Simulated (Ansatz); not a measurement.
The starting structures come from a database of crystals and need not be the phases stable at ambient conditions.

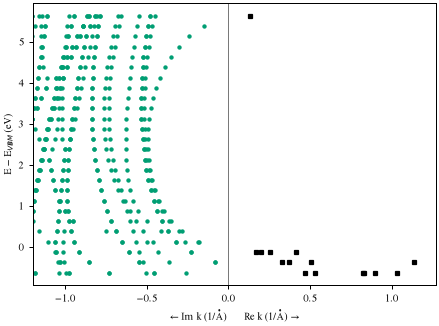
Figure. Complex bands at the centre of the two-dimensional zone; Ansatz (a quantum-chemistry and plane-wave program) with PBEsol

The gap is the functional's own. No spin-orbit coupling. Mid-gap values are interpolated on the energy grid.

Q: This is AlPO$_{4}$ (P6_3mc, not sure to be the ambient phase, 12 atoms a cell, 17.4 Å³ an atom, 3 GPa at this level) along the normal of (111). Read off the slowest decay at the centre of the two-dimensional zone at 2.88 eV, the computed energy nearest the middle of the gap.

A: κ ≈ 0.49 1/Å, a decay length 1/(2κ) of the density of 1.0 Å.
